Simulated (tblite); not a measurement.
## Frequency calculation, with input and output: C5H11PSi

The run: frequency calculation of C5H11PSi. Method and program: GFN2-xTB harmonic vibrations, gas phase (tblite 0.8.0).

It belongs to a series of runs on one base structure; here: H on C replaced by C2H5.

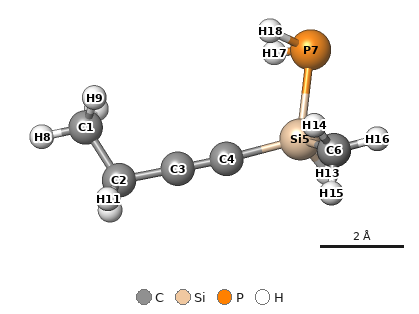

*The input geometry (ball-and-stick view, seen at a tilt; atoms are numbered from 1 in the order of the input).*

Bond lengths as drawn: C–C 1.21 to 1.53 Å, C–H 1.09 Å, C–Si 1.85 to 1.90 Å, H–P 1.38 Å, H–Si 1.47 Å and P–Si 2.26 Å.

### Input
```
{"job": {"kind": "ir", "xc": "GFN2-xTB", "basis": "xTB"}, "charge": 0, "multiplicity": 1}
C      3.099042     0.347192     0.734263
C      2.342745    -0.974295     0.586054
C      0.926054    -0.743830     0.391538
C     -0.253010    -0.542095     0.233031
Si    -2.043885    -0.122302     0.037124
C     -2.649606    -0.626239    -1.694387
P     -2.395351     2.094262     0.282368
H      4.160109     0.158891     0.881808
H      2.973497     0.957718    -0.157070
H      2.721538     0.906064     1.587579
H      2.732594    -1.535440    -0.268492
H      2.477020    -1.584780     1.484086
H     -2.798047    -0.805503     1.101403
H     -2.095408    -0.113815    -2.475849
H     -2.535112    -1.694006    -1.849738
H     -3.700247    -0.379287    -1.818354
H     -1.645481     2.189062     1.440230
H     -1.325211     2.474722    -0.507251
```

The first line tells a small driver script what to run in tblite; the rest is the geometry in Å.

Machine: 1 CPU thread, shared host.

Launch command:
```bash
OMP_NUM_THREADS=1 python <driver script> task.json out
```

### The program's output
```
mode    cm-1     km/mol
  1      -7.6      0.03
  2      47.0      0.50
  3      81.3      0.73
  4      89.5      5.53
  5     103.7      2.46
  6     134.2      2.94
  7     146.2      3.54
  8     184.0      3.47
  9     242.0     19.15
 10     263.7     16.06
 11     330.3      2.03
 12     420.0     20.10
 13     466.9      9.69
 14     567.7     14.81
 15     584.8    147.82
 16     605.7    121.55
 17     681.0      7.32
 18     708.1     65.62
 19     758.2    104.51
 20     808.2      7.47
 21     822.9    150.47
 22     830.5    129.81
 23     965.0      1.94
 24    1068.9      0.13
 25    1077.4      6.48
 26    1116.8      4.69
 27    1152.0     13.91
 28    1223.8      0.28
 29    1310.8      3.01
 30    1366.1      8.14
 31    1408.5      1.07
 32    1446.6      0.99
 33    1480.2      0.23
 34    1484.1      0.19
 35    1494.5      3.55
 36    1502.2      2.34
 37    2160.8    252.23
 38    2300.2    313.77
 39    2306.3     60.22
 40    2389.2    165.71
 41    2942.7     22.21
 42    2956.9     33.25
 43    3035.6     47.74
 44    3036.0     30.38
 45    3038.0     17.16
 46    3039.4     37.33
 47    3044.4     18.93
 48    3052.0     25.32
```

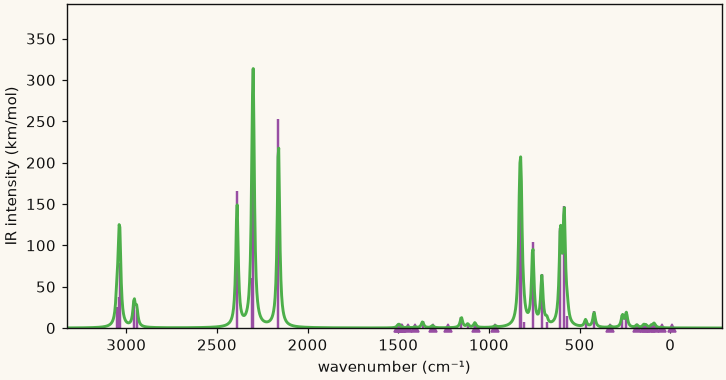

*Harmonic infrared spectrum, unscaled: sticks (degenerate modes added up, dark ones marked on the axis) with a Lorentzian envelope of 16 cm⁻¹ full width, scaled to the tallest stick.*

48 modes from 8i to 3052 cm⁻¹, none imaginary beyond the noise of the force constants (under 8i cm⁻¹). The strongest line is at 2300 cm⁻¹ (314 km/mol).

### Key numbers

| quantity | value |
| --- | --- |
| outcome | converged |
| total energy | −557.4971 eV |
| zero-point energy | 86.1670 kcal/mol |
| wall time | 0.6 s |
| peak memory | 0.18 GiB |
